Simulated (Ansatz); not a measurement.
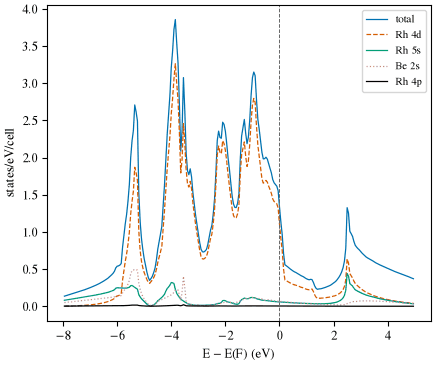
Figure. Total and projected density of states of BeRh (CsCl type, Pm-3m), DFT-PBEsol in the program Ansatz with PAW potentials

### Question
Which orbitals carry the states next to the Fermi level?

### Answer
Within 0.5 eV of the Fermi level: Rh 4d 81 %, Be 2s 5 %, outside the projected shells 9 %. Projections are on Löwdin-orthogonalised atomic valence shells; empty p or d shells of many metals are not among them.

### Question
Where is the tallest occupied peak in this window, and what makes it?

### Answer
Near -3.8 eV, about 3.9 states/eV per cell; the largest projected share is Rh 4d.

The workflow started from a Materials Project entry (that database holds measured and hypothetical structures alike); the Crystallography Open Database copy checked does not list it. With Be and Rh taken as one species the cell has the higher symmetry Im-3m, so it may be an ordered model of a mixed-site phase. Whether it is the stable phase at ambient conditions was not checked. Symmetry was held in the PBEsol relaxation; of distortions, only those at the zone centre were tested. No spin polarisation was allowed. Spin–orbit coupling is left out wherever it is not named.

Potentials: the later of the program's two PAW sets.
